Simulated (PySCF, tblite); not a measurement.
**C₄H₁₃BOSi: geometry, infrared bands and NMR shifts**

Wanted: the infrared bands and NMR shifts of C₄H₁₃BOSi (`C=CC[BH2-][O+](C)[SiH3]`), by calculation.

Computed with tblite 0.8.0 and PySCF 2.14.0, with density-fitted response routines of our own, on a single molecule in the gas phase. Atoms count from 0, in the outputs and in this text.

**1. The molecule as given**

20 atoms, charge 0, multiplicity 1; geometry from: force field or distance geometry start.

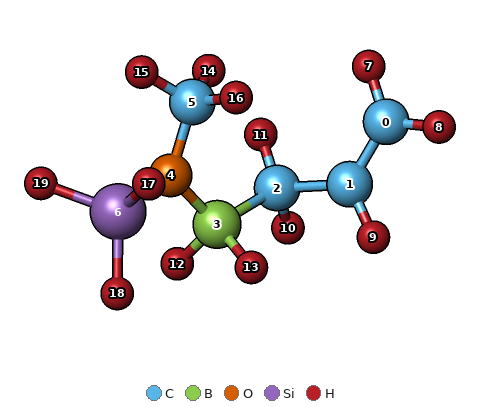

As it starts; carbon blue, boron green, oxygen orange, silicon purple, hydrogen red, atoms numbered.

**2. Relaxing the molecule with GFN2-xTB**

The job: settings as JSON, then the geometry in Å.

```
{"job": {"kind": "relax", "xc": "GFN2-xTB", "basis": "xTB"}, "charge": 0, "multiplicity": 1}
C      2.557600     1.171800    -0.227000
C      2.091700     0.030500     0.223100
C      1.279800    -0.924400    -0.585100
B     -0.112100    -1.090200     0.141500
O     -1.184500    -0.277600    -0.295100
C     -0.907100     0.844700    -1.031000
Si    -2.577500    -0.221700     0.636400
H      2.401400     1.573800    -1.197700
H      3.146500     1.776500     0.471100
H      2.316400    -0.261400     1.242900
H      1.832900    -1.898200    -0.526000
H      1.226800    -0.660700    -1.641400
H     -0.441000    -2.236700     0.023900
H      0.110300    -0.953500     1.321300
H     -0.244200     0.744000    -1.885800
H     -1.893300     1.181500    -1.447200
H     -0.567200     1.665700    -0.367000
H     -2.669200     1.131500     1.227600
H     -2.635900    -1.165800     1.746300
H     -3.736600    -0.419000    -0.243600
```

On the command line:

```bash
OMP_NUM_THREADS=1 python probes_run.py task.json out
```

The driver reads the jobs from task.json and runs them one after another.

**Question.** This job is followed by: GFN2-xTB harmonic vibrations, gas phase; GIAO PBE0/pcSseg-1 NMR shielding, non-relativistic, gas phase. Predict these results of the whole session: strongest single infrared mode (GFN2-xTB); zero-point energy (GFN2-xTB); 13C shifts against TMS (PBE0/pcSseg-1); 1H shifts against TMS (PBE0/pcSseg-1, means over atoms taken as alike); 11B shifts against BF3·OEt2 (PBE0/pcSseg-1); 17O shifts against H2O (PBE0/pcSseg-1); 29Si shifts against TMS (PBE0/pcSseg-1).

The runs gave:

| quantity | value |
| --- | --- |
| strongest single infrared mode (GFN2-xTB) | 2248 cm⁻¹, 287 km/mol |
| zero-point energy (GFN2-xTB) | 99.0 kcal/mol |
| 13C shifts against TMS (PBE0/pcSseg-1) | 155.8, 111.6, 61.2, 30.4 ppm |
| 1H shifts against TMS (PBE0/pcSseg-1, means over atoms taken as alike) | 6.56, 4.95, 4.90, 4.86, 3.82, 3.05, 1.77 ppm |
| 11B shifts against BF3·OEt2 (PBE0/pcSseg-1) | -1.9 ppm |
| 17O shifts against H2O (PBE0/pcSseg-1) | -19.0 ppm |
| 29Si shifts against TMS (PBE0/pcSseg-1) | -15.9 ppm |

The optimisation took 229 steps and gained 1.120 eV; among the close pairs (by a distance rule), B3–O4 changed most, from 1.415 to 1.633 Å. The lowest mode is imaginary (37i cm⁻¹), so the xTB geometry is not a minimum. The strongest single mode, at 2248 cm⁻¹, moves mainly H17. GFN2-xTB is a fitted tight-binding method: band positions and strengths are rough. Its intensities can rank the bands wrongly. C1 (alkene CH) lies farthest downfield among carbon, at 155.8 ppm; as expected for a trigonal carbon in a double bond. H9 (hydrogen on an alkene CH) lies farthest downfield among hydrogen, at 6.56 ppm; olefinic region. At PBE0/pcSseg-1: The largest span, 251 ppm, is at C1, where the paramagnetic term is -227 ppm.
